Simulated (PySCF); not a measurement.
Consider Cl2O2S (Sulfuryl chloride).

```xyz
5

O     0.0029   -0.9712   -1.2097
S    -0.0036   -0.2368    0.0031
O    -0.0399   -0.9036    1.2539
Cl    1.5989    1.0245   -0.0031
Cl   -1.5497    1.0900   -0.0614
```

Geometry: GFN2-xTB.

Theory: CAM-B3LYP/def2-SVPD, SCF density, gas phase in PySCF.

What will maps of the electron density and electron localisation function show?

S–O (1.42 Å): the density is about 2.4 e/Å³ at the midpoint; the ELF peaks at about 0.80 between the atoms: a short, strongly polar bond.
S–Cl (2.04 Å): ρ at the midpoint is about 1 e/Å³; the ELF peaks at about 0.85 between the atoms: localised, covalent bonding.

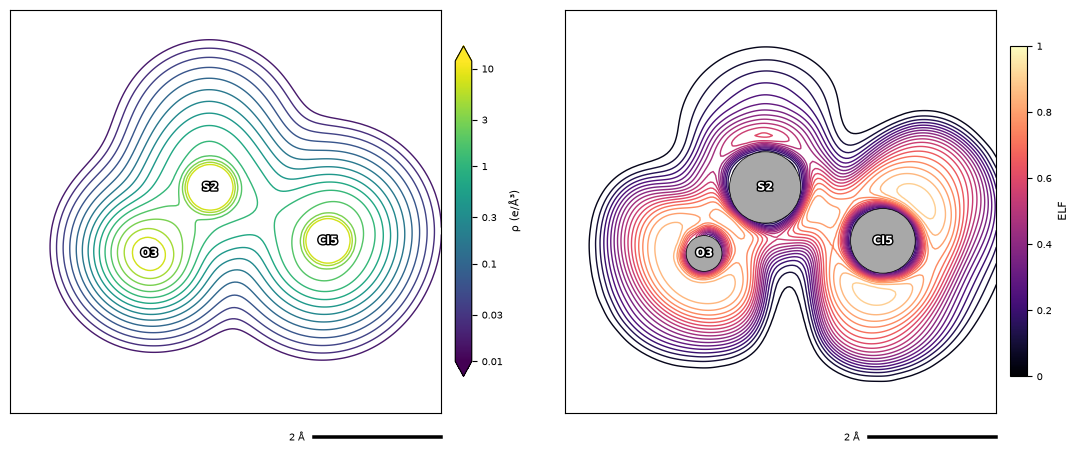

Computed electron density and electron localisation function on the plane of atoms O3, S2 and Cl5, in this order. Grey discs cover the atomic cores in the ELF map. 
